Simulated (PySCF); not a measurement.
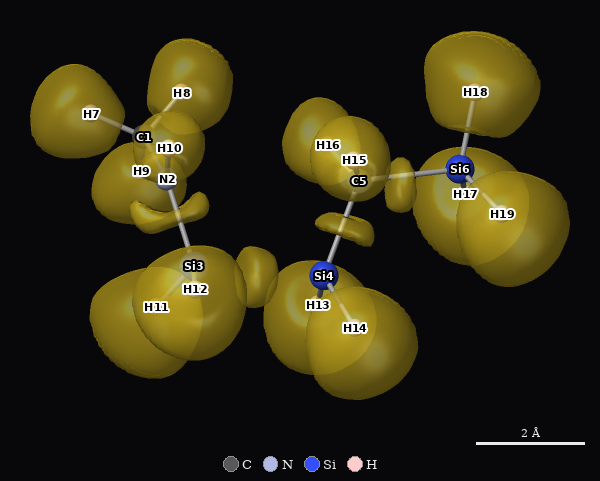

The picture shows: C₂H₁₃NSi₃ (charge +1, doublet). Isosurface of the ELF at 0.85 (yellow), seen at a tilt. Core shells and regions of very low density are left out.

Geometry: GFN2-xTB.

The calculation used UKS B3LYP, pcH-1 on C H N Si, non-relativistic, mean-field spin-orbit, GIAO (PySCF).

```xyz
19

C    -2.7361    0.7607    0.4477
N    -2.1542   -0.5274    0.7593
Si   -1.4092   -1.6175   -0.3074
Si    0.9607   -0.8707   -0.8167
C     1.3501    0.3787    0.5287
Si    3.1423    1.1438    0.4454
H    -3.7654    0.8020    0.8069
H    -2.1778    1.5681    0.9255
H    -2.7378    0.9174   -0.6273
H    -2.1631   -0.7089    1.7538
H    -2.0356   -1.5367   -1.6191
H    -1.2737   -2.8860    0.3877
H     0.8649   -0.3241   -2.1700
H     1.7053   -2.1274   -0.7726
H     1.2383   -0.0747    1.5142
H     0.6446    1.2094    0.4883
H     3.2502    1.7874   -0.8604
H     3.2151    2.0879    1.5559
H     4.0716    0.0270    0.5828
```

Question: What do the ELF domains correspond to?

Answer: The surface consists of one region between bonded C–N atoms (shared pairs), two regions between bonded C–Si atoms (shared pairs), one region between bonded N–Si atoms (shared pairs), 13 regions around hydrogen nuclei and one region wrapped around Si (its valence shell).

Values along the shortest contacts:
C–N (1.45 Å): the ELF peaks at about 0.90 between the atoms; localised, covalent bonding. Si–N (1.70 Å): the ELF peaks at about 0.90 between the atoms (a polar covalent bond).
